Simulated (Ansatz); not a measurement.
**C₂H₃FN₂: a spread of methods and bases**

Aim: run C₂H₃FN₂ under a spread of inputs, and see what each costs and gives.

Program: Ansatz 0.2.0, Gaussian basis. Level of theory: the settings change from run to run. These are calculated values, not measurements.

## (1) The geometry

An earlier PBE0-D4 in a triple-zeta def2 set relaxation fixed the geometry.

SMILES `C=NC(=N)F`, 8 atoms, charge 0, spin multiplicity 1.

Atoms are counted from 1 here; the program's logs count them from 0.

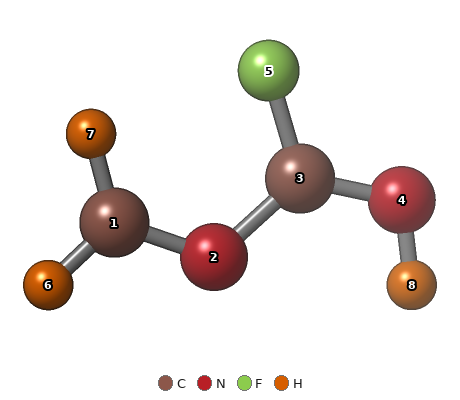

The geometry (carbon brown, nitrogen red, fluorine green, hydrogen orange); atoms are numbered from 1 in the order of the file.

## (2) rPW86-PBE/aug-cc-pVDZ

This run has D4 dispersion, relativity set to none.

Contents of in.yaml:

```yaml
crystal:
  periodic: [false, false, false]
  atoms:
    - {symbol: C, position_ang: [-0.442027, 1.340506, 0.023456]}
    - {symbol: N, position_ang: [-0.557658, 0.112606, 0.310824]}
    - {symbol: C, position_ang: [0.425631, -0.778412, -0.116999]}
    - {symbol: N, position_ang: [0.443911, -2.009139, 0.092470]}
    - {symbol: F, position_ang: [1.431522, -0.238811, -0.814550]}
    - {symbol: H, position_ang: [-1.218877, 2.021179, 0.365621]}
    - {symbol: H, position_ang: [0.391320, 1.754610, -0.547088]}
    - {symbol: H, position_ang: [-0.381522, -2.259639, 0.630366]}
basis:
  gaussian: {orbitals: aug-cc-pVDZ}
hamiltonian: {xc: {name: rPW86-PBE}, dispersion: d4, pseudopotentials: {relativity: none}}
```

Started as:

```
$ ansatz run in.yaml --threads 2 --pin off --events-out ev --progress --plain --max-ram 4352MiB
```

Output:

```text
Functional definition: rPW86-PBE
  name "rPW86-PBE"
  cite "Murray, Lee & Langreth, J. Chem. Theory Comput. 5, 2754 (2009) doi:10.1021/ct900365q"
  cite "Perdew, Burke & Ernzerhof, Phys. Rev. Lett. 77, 3865 (1996) doi:10.1103/PhysRevLett.77.3865"
  parent pbe
  exchange = rpw86_x
  correlation = pbe_c
1292 factors; their error is unknown
mean field evaluation 1: about -7822.4554 eV, gradient 7.6e1 eV
mean field evaluation 2: about -7751.0815 eV, gradient 1.5e2 eV
mean field evaluation 4: about -7834.4199 eV, gradient 1.3e1 eV
mean field evaluation 8: about -7834.7921 eV, gradient 4.2e-1 eV
mean field evaluation 16: about -7834.7414 eV, gradient 4.5e-4 eV
mean field -7834.74141749 eV, -287.9214365143 hartree, gradient 3.8e-5 eV, S^2 0.000000; 0 other end points of the search recorded, 0 dependent functions left out
reference -7834.74157321 eV, -287.9214422368 hartree; 19, 19 occupied and 123, 123 virtual orbitals, 1292 factors
Total energy: -7834.89048808 eV, -287.9269147573 hartree
```

It took 6 s on 2 threads of Arm Neoverse V1, shared host.

## (3) r2SCAN0/cc-pVDZ

Options: atoms shaken by 0.03 Å, a grid of angular degree 47.

Contents of in.yaml:

```yaml
crystal:
  periodic: [false, false, false]
  atoms:
    - {symbol: C, position_ang: [-0.415481, 1.385622, 0.047071]}
    - {symbol: N, position_ang: [-0.542205, 0.155319, 0.338250]}
    - {symbol: C, position_ang: [0.450345, -0.804313, -0.093459]}
    - {symbol: N, position_ang: [0.452548, -2.023044, 0.085118]}
    - {symbol: F, position_ang: [1.467926, -0.188893, -0.766542]}
    - {symbol: H, position_ang: [-1.199517, 2.050120, 0.391071]}
    - {symbol: H, position_ang: [0.412418, 1.738276, -0.574324]}
    - {symbol: H, position_ang: [-0.370910, -2.231548, 0.654646]}
basis:
  gaussian: {orbitals: cc-pVDZ, final_grid: {core_spheres: 20, valence_spheres: 16, degree: 47}}
hamiltonian: {xc: {name: r2SCAN0}}
```

The command is unchanged.

Output, cut to the lines that bear on the results:

```text
Functional definition: r2SCAN0
  name "r2SCAN0"
  cite "Bursch, Neugebauer, Ehlert & Grimme, J. Chem. Phys. 156, 134105 (2022) doi:10.1063/5.0086040"
  cite "Furness, Kaplan, Ning, Perdew & Sun, J. Phys. Chem. Lett. 11, 8208 (2020) doi:10.1021/acs.jpclett.0c02405"
  cite "Furness, Kaplan, Ning, Perdew & Sun, J. Phys. Chem. Lett. 11, 9248 (2020) doi:10.1021/acs.jpclett.0c03077"
  parent r2scan
[...]
1084 factors; their error is unknown
[...]
mean field -7813.79054455 eV, -287.1515061346 hartree, gradient 2.1e-5 eV, S^2 0.000000; 0 other end points of the search recorded, 0 dependent functions left out
reference -7813.79054990 eV, -287.1515063314 hartree; 19, 19 occupied and 66, 66 virtual orbitals, 1084 factors
Total energy: -7813.79054990 eV, -287.1515063314 hartree
```

It took 2.5 s on 2 threads of Arm Neoverse V1, shared host.

## (4) B97/aug-pcseg-2

Contents of in.yaml:

```yaml
crystal:
  periodic: [false, false, false]
  atoms:
    - {symbol: C, position_ang: [-0.442027, 1.340506, 0.023456]}
    - {symbol: N, position_ang: [-0.557658, 0.112606, 0.310824]}
    - {symbol: C, position_ang: [0.425631, -0.778412, -0.116999]}
    - {symbol: N, position_ang: [0.443911, -2.009139, 0.092470]}
    - {symbol: F, position_ang: [1.431522, -0.238811, -0.814550]}
    - {symbol: H, position_ang: [-1.218877, 2.021179, 0.365621]}
    - {symbol: H, position_ang: [0.391320, 1.754610, -0.547088]}
    - {symbol: H, position_ang: [-0.381522, -2.259639, 0.630366]}
basis:
  gaussian: {orbitals: aug-pcseg-2}
hamiltonian: {xc: {name: B97}}
output: {forces: true}
```

The command is unchanged.

Output, cut to the lines that bear on the results:

```text
Functional definition: B97
  name "B97"
  cite "Becke, J. Chem. Phys. 107, 8554 (1997) doi:10.1063/1.475007"
[...]
      + integral(e_c_pw_opposite_spin*poly(b97_u_opposite, cos0, cos1, cos2))
1150 factors; their error is unknown
[...]
mean field -7819.03685615 eV, -287.3443045300 hartree, gradient 3.3e-5 eV, S^2 0.000000; 0 other end points of the search recorded, 0 dependent functions left out
[...]
reference -7819.03689380 eV, -287.3443059136 hartree; 19, 19 occupied and 280, 280 virtual orbitals, 1150 factors
Total energy: -7819.03689380 eV, -287.3443059136 hartree
Atom 0 at    -0.442027     1.340506     0.023456 Å, force    -0.024009     0.439836    -0.063903 eV/Å
Atom 1 at    -0.557658     0.112606     0.310824 Å, force    -0.229286    -0.155629     0.164509 eV/Å
Atom 2 at     0.425631    -0.778412    -0.116999 Å, force    -0.062846     0.076847     0.023757 eV/Å
Atom 3 at     0.443911    -2.009139     0.092470 Å, force     0.017044    -0.465639     0.073225 eV/Å
Atom 4 at     1.431522    -0.238811    -0.814550 Å, force     0.326945     0.114539    -0.215778 eV/Å
Atom 5 at    -1.218877     2.021179     0.365621 Å, force     0.007008     0.009506    -0.005815 eV/Å
Atom 6 at     0.391320     1.754610    -0.547088 Å, force    -0.018551     0.024425     0.006542 eV/Å
Atom 7 at    -0.381522    -2.259639     0.630366 Å, force    -0.016305    -0.043885     0.017462 eV/Å
Dipole moment:    -0.289514     0.575123     0.070543 e Å
```

Wall time 18 s (2 threads of Arm Neoverse V1, shared host); peak memory 0.88 GiB.

Largest force 0.472 eV/Å, dipole 3.11 D.

## (5) HSE06/6-31G

Set apart from the defaults: charge -1, multiplicity 2, D3(BJ) dispersion.

in.yaml, as its differences from that of step 4:

```diff
@@ -12,4 +12,6 @@
 basis:
-  gaussian: {orbitals: aug-pcseg-2}
-hamiltonian: {xc: {name: B97}}
+  gaussian: {orbitals: 6-31G}
+total_charge: -1
+magnetization: {spin_polarized: true, initial_magnetization: 1}
+hamiltonian: {xc: {name: HSE06}, dispersion: d3bj}
 output: {forces: true}
```

Same command.

Output, cut to the lines that bear on the results:

```text
Functional definition: HSE06
  name "HSE06"
  cite "Heyd, Scuseria & Ernzerhof, J. Chem. Phys. 118, 8207 (2003) doi:10.1063/1.1564060"
  cite "Krukau, Vydrov, Izmaylov & Scuseria, J. Chem. Phys. 125, 224106 (2006) doi:10.1063/1.2404663"
  cite "Heyd & Scuseria, J. Chem. Phys. 120, 7274 (2004) doi:10.1063/1.1668634"
  cite "Ernzerhof & Perdew, J. Chem. Phys. 109, 3313 (1998) doi:10.1063/1.476928"
  cite "Perdew, Burke & Ernzerhof, Phys. Rev. Lett. 77, 3865 (1996) doi:10.1103/PhysRevLett.77.3865"
  parent pbe
[...]
  # The whole range is PBE's own exchange, as in plane waves. The composition of these papers is wPBEh.
[...]
689 factors; integrals over basis functions are off by at most 2.6e-4 eV
82 factors; integrals over basis functions are off by at most 2.4e-7 eV
[...]
mean field -7806.46355472 eV, -286.8822442248 hartree, gradient 7.0e-5 eV, S^2 0.757006; 0 other end points of the search recorded, 0 dependent functions left out
[...]
reference -7806.46357530 eV, -286.8822449812 hartree; 20, 19 occupied and 31, 32 virtual orbitals, 689 factors
Total energy: -7806.54478469 eV, -286.8852293711 hartree
Atom 0 at    -0.442027     1.340506     0.023456 Å, force     0.009247     5.709937    -1.022191 eV/Å
Atom 1 at    -0.557658     0.112606     0.310824 Å, force     1.318462    -6.304131     0.336681 eV/Å
Atom 2 at     0.425631    -0.778412    -0.116999 Å, force    -4.460800     3.737345     1.993728 eV/Å
Atom 3 at     0.443911    -2.009139     0.092470 Å, force     0.601768    -4.509170     0.446967 eV/Å
Atom 4 at     1.431522    -0.238811    -0.814550 Å, force     2.642792     1.055893    -1.766831 eV/Å
Atom 5 at    -1.218877     2.021179     0.365621 Å, force     0.019705     0.239542    -0.054468 eV/Å
Atom 6 at     0.391320     1.754610    -0.547088 Å, force    -0.044321     0.230402    -0.014752 eV/Å
Atom 7 at    -0.381522    -2.259639     0.630366 Å, force    -0.086854    -0.159817     0.080865 eV/Å
Dipole moment:     0.050993     0.199199    -0.065897 e Å
```

It took 1.7 s on 2 threads of Arm Neoverse V1, shared host.

Largest force 6.449 eV/Å, ⟨S²⟩ 0.757.

## (6) PBE/aug-pcseg-2

This run has D3(BJ) dispersion.

in.yaml, as its differences from that of step 5:

```diff
@@ -12,6 +12,3 @@
 basis:
-  gaussian: {orbitals: 6-31G}
-total_charge: -1
-magnetization: {spin_polarized: true, initial_magnetization: 1}
-hamiltonian: {xc: {name: HSE06}, dispersion: d3bj}
-output: {forces: true}
+  gaussian: {orbitals: aug-pcseg-2}
+hamiltonian: {xc: {name: PBE}, dispersion: d3bj}
```

Same command.

Output:

```text
Functional definition: PBE
  name "PBE"
  cite "Perdew, Burke & Ernzerhof, Phys. Rev. Lett. 77, 3865 (1996) doi:10.1103/PhysRevLett.77.3865"
  parent pbe
  parameter kappa = 0.804
  parameter beta = 0.06672455060314922
  exchange = pbe_x(kappa = kappa, mu = beta*pi^2/3)
  correlation = pbe_c(beta = beta)
1150 factors; their error is unknown
mean field evaluation 1: about -7801.4825 eV, gradient 7.7e1 eV
mean field evaluation 2: about -7732.3834 eV, gradient 1.5e2 eV
mean field evaluation 4: about -7812.8928 eV, gradient 1.3e1 eV
mean field evaluation 8: about -7813.2790 eV, gradient 4.4e-1 eV
mean field evaluation 16: about -7813.2179 eV, gradient 1.2e-3 eV
mean field -7813.21788023 eV, -287.1304611091 hartree, gradient 2.9e-5 eV, S^2 0.000000; 0 other end points of the search recorded, 0 dependent functions left out
reference -7813.21794086 eV, -287.1304633372 hartree; 19, 19 occupied and 280, 280 virtual orbitals, 1150 factors
Total energy: -7813.35429635 eV, -287.1354743093 hartree
```

Run time: 5.5 s. Hardware: 2 threads of Arm Neoverse V1, shared host.

## (7) CAM-B3LYP/def2-mTZVPP

Set apart from the defaults: atoms shaken by 0.08 Å, D3(BJ) with three-body dispersion.

Contents of in.yaml:

```yaml
crystal:
  periodic: [false, false, false]
  atoms:
    - {symbol: C, position_ang: [-0.357975, 1.282188, 0.177518]}
    - {symbol: N, position_ang: [-0.555152, 0.133317, 0.230439]}
    - {symbol: C, position_ang: [0.444457, -0.851467, -0.117829]}
    - {symbol: N, position_ang: [0.511797, -2.002741, 0.015955]}
    - {symbol: F, position_ang: [1.377190, -0.169334, -0.872327]}
    - {symbol: H, position_ang: [-1.335329, 1.960113, 0.198861]}
    - {symbol: H, position_ang: [0.327210, 1.716461, -0.567549]}
    - {symbol: H, position_ang: [-0.371297, -2.082158, 0.637768]}
basis:
  gaussian: {orbitals: def2-mTZVPP}
hamiltonian: {xc: {name: CAM-B3LYP}, dispersion: d3bjatm}
output: {forces: true}
```

Same command.

Output, cut to the lines that bear on the results:

```text
Functional definition: CAM-B3LYP
  name "CAM-B3LYP"
  cite "Yanai, Tew & Handy, Chem. Phys. Lett. 393, 51 (2004) doi:10.1016/j.cplett.2004.06.011"
  cite "Iikura, Tsuneda, Yanai & Hirao, J. Chem. Phys. 115, 3540 (2001) doi:10.1063/1.1383587"
  cite "Becke, Phys. Rev. A 38, 3098 (1988) doi:10.1103/PhysRevA.38.3098"
  cite "Lee, Yang & Parr, Phys. Rev. B 37, 785 (1988) doi:10.1103/PhysRevB.37.785"
  cite "Vosko, Wilk & Nusair, Can. J. Phys. 58, 1200 (1980) doi:10.1139/p80-159"
[...]
  # Exact exchange under (alpha + beta erf(omega r))/r, Becke's under what is left of 1/r.
[...]
1002 factors; their error is unknown
298 factors; integrals over basis functions are off by at most 1.3e-5 eV
[...]
mean field -7816.61818880 eV, -287.2554201445 hartree, gradient 4.1e-5 eV, S^2 0.000000; 0 other end points of the search recorded, 0 dependent functions left out
[...]
reference -7816.61828507 eV, -287.2554236821 hartree; 19, 19 occupied and 106, 106 virtual orbitals, 1002 factors
Total energy: -7816.71662168 eV, -287.2590374859 hartree
Atom 0 at    -0.357975     1.282188     0.177518 Å, force    -2.149582     9.779145    -4.057416 eV/Å
Atom 1 at    -0.555152     0.133317     0.230439 Å, force    -1.048117   -10.320732     2.598554 eV/Å
Atom 2 at     0.444457    -0.851467    -0.117829 Å, force     0.512694    10.108525    -2.970485 eV/Å
Atom 3 at     0.511797    -2.002741     0.015955 Å, force    -2.356216    -6.773226     3.142139 eV/Å
Atom 4 at     1.377190    -0.169334    -0.872327 Å, force     0.473154    -0.824204     0.017323 eV/Å
Atom 5 at    -1.335329     1.960113     0.198861 Å, force     1.996558    -0.963849     1.102841 eV/Å
Atom 6 at     0.327210     1.716461    -0.567549 Å, force     1.062991     0.175911     1.195444 eV/Å
Atom 7 at    -0.371297    -2.082158     0.637768 Å, force     1.508518    -1.181570    -1.028401 eV/Å
Dipole moment:    -0.302277     0.387643     0.136533 e Å
```

Run time: 2.5 s. Hardware: 2 threads of Arm Neoverse V1, shared host.

Largest force 10.803 eV/Å, dipole 2.45 D.

## (8) revPBE0/6-31G*

Options: atoms shaken by 0.08 Å, the search for lower states set to full.

Contents of in.yaml:

```yaml
crystal:
  periodic: [false, false, false]
  atoms:
    - {symbol: C, position_ang: [-0.545525, 1.341479, -0.110445]}
    - {symbol: N, position_ang: [-0.488233, 0.080913, 0.419596]}
    - {symbol: C, position_ang: [0.309503, -0.910263, -0.193762]}
    - {symbol: N, position_ang: [0.331422, -1.988657, 0.096426]}
    - {symbol: F, position_ang: [1.420590, -0.423708, -0.928344]}
    - {symbol: H, position_ang: [-1.215511, 2.145401, 0.347199]}
    - {symbol: H, position_ang: [0.435493, 1.748034, -0.460055]}
    - {symbol: H, position_ang: [-0.358161, -2.158976, 0.613990]}
basis:
  gaussian: {orbitals: "6-31G*"}
hamiltonian: {xc: {name: revPBE0}}
scf: {lower_state_search: full}
output: {forces: true}
```

Launched as before.

Output, cut to the lines that bear on the results:

```text
Functional definition: revPBE0
  name "revPBE0"
  cite "Zhang & Yang, Phys. Rev. Lett. 80, 890 (1998) doi:10.1103/PhysRevLett.80.890"
  cite "Adamo & Barone, J. Chem. Phys. 110, 6158 (1999) doi:10.1063/1.478522"
  cite "Perdew, Burke & Ernzerhof, Phys. Rev. Lett. 77, 3865 (1996) doi:10.1103/PhysRevLett.77.3865"
[...]
784 factors; integrals over basis functions are off by at most 1.1e-3 eV
[...]
mean field -7812.00291994 eV, -287.0858121421 hartree, gradient 2.6e-5 eV, S^2 0.000000; 0 other end points of the search recorded, 0 dependent functions left out
[...]
reference -7812.00293787 eV, -287.0858128009 hartree; 19, 19 occupied and 62, 62 virtual orbitals, 784 factors
Total energy: -7812.00293787 eV, -287.0858128009 hartree
Atom 0 at    -0.545525     1.341479    -0.110445 Å, force     2.303759    -2.435009     3.796631 eV/Å
Atom 1 at    -0.488233     0.080913     0.419596 Å, force    -2.421634     4.021978    -3.020898 eV/Å
Atom 2 at     0.309503    -0.910263    -0.193762 Å, force     3.421976    16.228687    -3.168494 eV/Å
Atom 3 at     0.331422    -1.988657     0.096426 Å, force     6.252825   -13.315511    -1.891060 eV/Å
Atom 4 at     1.420590    -0.423708    -0.928344 Å, force    -1.503588     0.118194     0.156390 eV/Å
Atom 5 at    -1.215511     2.145401     0.347199 Å, force     0.402012    -1.571278    -0.627635 eV/Å
Atom 6 at     0.435493     1.748034    -0.460055 Å, force    -1.078154    -0.323369    -1.142915 eV/Å
Atom 7 at    -0.358161    -2.158976     0.613990 Å, force    -7.377195    -2.723690     5.897981 eV/Å
Dipole moment:    -0.351359     0.493940     0.108593 e Å
```

Run time: 1.6 s. Hardware: 2 threads of Arm Neoverse V1, shared host.

Largest force 16.885 eV/Å, dipole 2.96 D.

## (9) PBE0-DH/def2-TZVPP

This run has the search for lower states set to light.

Contents of in.yaml:

```yaml
crystal:
  periodic: [false, false, false]
  atoms:
    - {symbol: C, position_ang: [-0.442027, 1.340506, 0.023456]}
    - {symbol: N, position_ang: [-0.557658, 0.112606, 0.310824]}
    - {symbol: C, position_ang: [0.425631, -0.778412, -0.116999]}
    - {symbol: N, position_ang: [0.443911, -2.009139, 0.092470]}
    - {symbol: F, position_ang: [1.431522, -0.238811, -0.814550]}
    - {symbol: H, position_ang: [-1.218877, 2.021179, 0.365621]}
    - {symbol: H, position_ang: [0.391320, 1.754610, -0.547088]}
    - {symbol: H, position_ang: [-0.381522, -2.259639, 0.630366]}
basis:
  gaussian: {orbitals: def2-TZVPP}
hamiltonian: {xc: {name: PBE0-DH}}
scf: {lower_state_search: light}
output: {forces: true}
```

The command is unchanged.

Output, cut to the lines that bear on the results:

```text
Functional definition: PBE0-DH
  name "PBE0-DH"
  cite "Brémond & Adamo, J. Chem. Phys. 135, 024106 (2011) doi:10.1063/1.3604569"
  cite "Perdew, Burke & Ernzerhof, Phys. Rev. Lett. 77, 3865 (1996) doi:10.1103/PhysRevLett.77.3865"
[...]
1227 factors; integrals over basis functions are off by at most 8.8e-4 eV
[...]
mean field -7809.12894711 eV, -286.9801955885 hartree, gradient 7.8e-6 eV, S^2 0.000000; 0 other end points of the search recorded, 0 dependent functions left out
5 core orbitals not correlated: weight in the atoms' cores, before any rotation towards them, 1.000 or more for the frozen orbitals, at most 0.000 for the correlated occupied ones
reference -7809.12896244 eV, -286.9801961519 hartree; 14, 14 occupied and 178, 178 virtual orbitals, 1227 factors
second order -31.75194902 eV of doubles, -0.00000000 eV of singles
[...]
Total energy: -7813.09795607 eV, -287.1260539775 hartree
Atom 0 at    -0.442027     1.340506     0.023456 Å, force     0.022847    -0.057814    -0.003333 eV/Å
Atom 1 at    -0.557658     0.112606     0.310824 Å, force     0.088861     0.135596    -0.077027 eV/Å
Atom 2 at     0.425631    -0.778412    -0.116999 Å, force     0.143701    -0.098824    -0.068068 eV/Å
Atom 3 at     0.443911    -2.009139     0.092470 Å, force    -0.157235     0.250189     0.049089 eV/Å
Atom 4 at     1.431522    -0.238811    -0.814550 Å, force    -0.270804    -0.109181     0.181477 eV/Å
Atom 5 at    -1.218877     2.021179     0.365621 Å, force     0.118623    -0.116898    -0.049876 eV/Å
Atom 6 at     0.391320     1.754610    -0.547088 Å, force    -0.121152    -0.084826     0.087103 eV/Å
Atom 7 at    -0.381522    -2.259639     0.630366 Å, force     0.175159     0.081758    -0.119366 eV/Å
Dipole moment:    -0.304406     0.592003     0.076441 e Å
```

Run time: 14 s. Hardware: 2 threads of Arm Neoverse V1, shared host; peak memory 0.62 GiB.

Largest force 0.344 eV/Å, dipole 3.22 D.

## (10) All runs side by side

| level | charge | multiplicity | geometry | functions | energy (eV) | time |
| --- | --- | --- | --- | --- | --- | --- |
| rPW86-PBE/aug-cc-pVDZ | 0 | 1 | relaxed | 142 | -7834.890 | 6 s |
| r2SCAN0/cc-pVDZ | 0 | 1 | shaken | 85 | -7813.791 | 2.5 s |
| B97/aug-pcseg-2 | 0 | 1 | relaxed | 299 | -7819.037 | 18 s |
| HSE06/6-31G | -1 | 2 | relaxed | 51 | -7806.545 | 1.7 s |
| PBE/aug-pcseg-2 | 0 | 1 | relaxed | 299 | -7813.354 | 5.5 s |
| CAM-B3LYP/def2-mTZVPP | 0 | 1 | shaken | 125 | -7816.717 | 2.5 s |
| revPBE0/6-31G* | 0 | 1 | shaken | 81 | -7812.003 | 1.6 s |
| PBE0-DH/def2-TZVPP | 0 | 1 | relaxed | 197 | -7813.098 | 14 s |

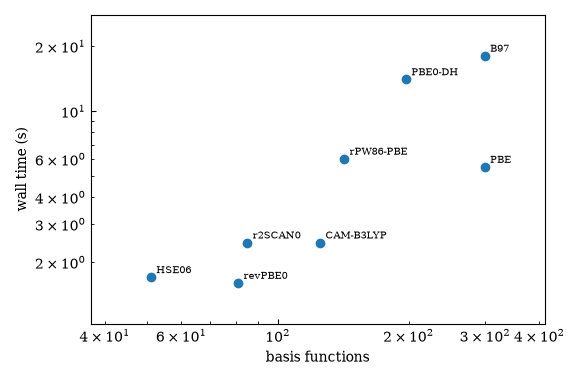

Wall time against the number of basis functions (shared host).

## (11) Results

| quantity | value |
| --- | --- |
| runs | 8 |
| quickest | revPBE0/6-31G*, 1.6 s |
| slowest | B97/aug-pcseg-2, 18 s |
| spread of total energies, same state and geometry | 21.8 eV |
| dipole, same state and geometry | 3.11 to 3.22 D |

In words: Run time spans a factor of 11, from revPBE0/6-31G* to B97/aug-pcseg-2. The jobs differ in tasks and options as well as level. Total energies at one charge and spin differ by 22 eV between levels, so only differences within one level mean anything. At the PBE0-D4/def2-TZVP geometry and in the same state, runs without warnings or point charges leave forces up to 0.47 eV/Å (B97/aug-pcseg-2), against 16.9 eV/Å where the atoms were moved.
